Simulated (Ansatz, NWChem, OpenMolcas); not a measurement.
## NaLi (lithium sodium): methods side by side

NaLi: 2 atoms, total charge 0, spin state singlet. SMILES: `[Li][Na]`. The bond length is the measured one.

```xyz
2

Li    0.0000    0.0000    0.0000
Na    0.0000    0.0000    2.8100
```

Quantity: the energy change with the Li1–Na2 bond stretched from 2.810 to 6.182 Å, in eV. The values are calculated.

| level | kind | program | value (eV) | less CCSD(T)/cc-pVTZ | CPU time (all runs) |
| --- | --- | --- | --- | --- | --- |
| HF/cc-pVTZ (restricted) | Hartree–Fock | OpenMolcas | 1.36 | +0.51 | 5.1 s |
| PBE/cc-pVTZ (restricted) | GGA | OpenMolcas | 1.06 | +0.21 | 16 s |
| TPSS/cc-pVTZ (restricted) | meta-GGA | OpenMolcas | 1.07 | +0.22 | 22 s |
| M06-2X/cc-pVTZ (restricted) | hybrid meta-GGA | OpenMolcas | 1.37 | +0.52 | 14 s |
| wB97M-V/cc-pVTZ (restricted) | range-separated hybrid | Ansatz | 1.54 | +0.69 | 65 s |
| B2PLYP/cc-pVTZ (restricted) | double hybrid | NWChem | 1.12 | +0.27 | 27 s |
| RPA@PBE0/cc-pVTZ (restricted) | RPA | Ansatz | 1.14 | +0.29 | 12 s |
| MP3/cc-pVTZ (restricted) | perturbation theory | NWChem | 1.14 | +0.29 | 49 s |
| CCSD(T)/cc-pVTZ (restricted) | coupled cluster or CI | Ansatz | 0.85 | 0.00 | 4 s |

Differences are taken from CCSD(T)/cc-pVTZ (restricted) for orientation; it has basis-set and higher-order errors of its own. Its T1 diagnostic reaches 0.047, a sign that one reference may not serve. At this stretch a single reference begins to fail. The first shape isn't each level's own minimum. The values span 0.85 to 1.54 eV. CPU times are rough (shared hosts, several kinds of processor): they show what a rung costs within a factor of a few.

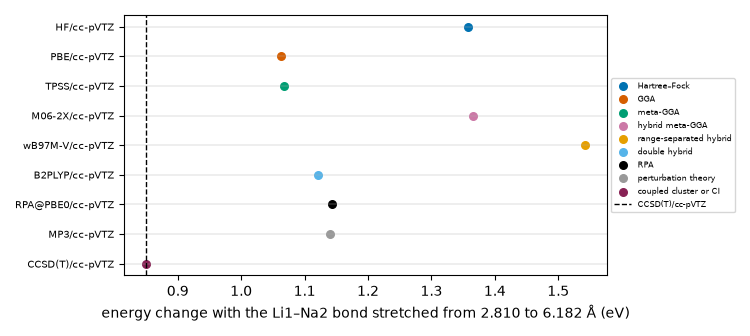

The values of the table, level by level.
